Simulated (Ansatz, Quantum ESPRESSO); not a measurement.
# W(110), 5 layers against a metal electrode: the electrode's level over the Fermi level at a withheld member of a series

**Set-up.** Quantum ESPRESSO 7.5, PBE, GBRV ultrasoft. The slab is relaxed neutral, then held. ESM with bc3: vacuum below and a metal electrode about 6 Å above the top atoms. Cold smearing of 0.02 Ry. Charges are set per cell from the starting area. The slabs take the lattice constants of the bulk relaxed by the same program. The series steps the charge of the slab (positive: electrons removed).

| charge of the slab | electrode's level over the Fermi level (eV) |
| --- | --- |
| 1 ×10¹³ e/cm² | 5.522 |
| 2 ×10¹³ e/cm² | 6.268 |
| 3 ×10¹³ e/cm² | 7.021 |
| 4.5 ×10¹³ e/cm² | 8.160 |
| 6 ×10¹³ e/cm² | 9.312 |
| 7 ×10¹³ e/cm² | 10.085 |

**Question.** What is the electrode's level over the Fermi level at 8 ×10¹³ e/cm²?

**Fit.** The rows at 6 ×10¹³ e/cm² and 7 ×10¹³ e/cm² give a slope of (10.085 − (9.312))/(7 − (6)) = 0.773, so a straight line gives 10.858 eV. A parabola through these and the row at 4.5 ×10¹³ e/cm² gives 10.862 eV.

**The withheld run.** 10.861 eV. The line misses by −0.003 and the parabola by +0.001 eV. Both misses are under 5 % of the step from the nearer row.

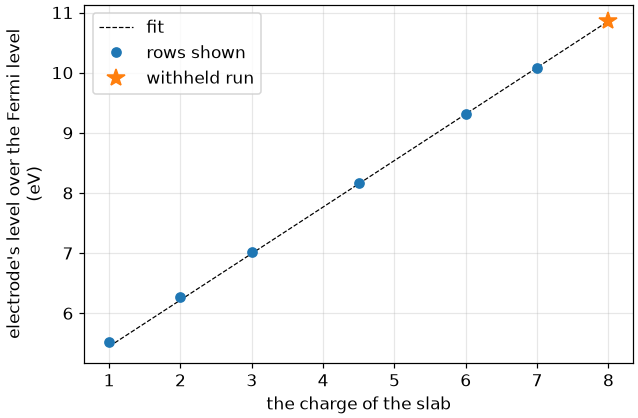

The rows shown, the fit and the withheld run.

Caveats: Vacuum fills the gap; ions don't answer the charge; added electrons can spill towards the electrode at the most negative charges. Charges count on the starting cell, which the relaxation changed by some per cent. Members without a usable value, or on the other side of zero field or charge, are not listed.
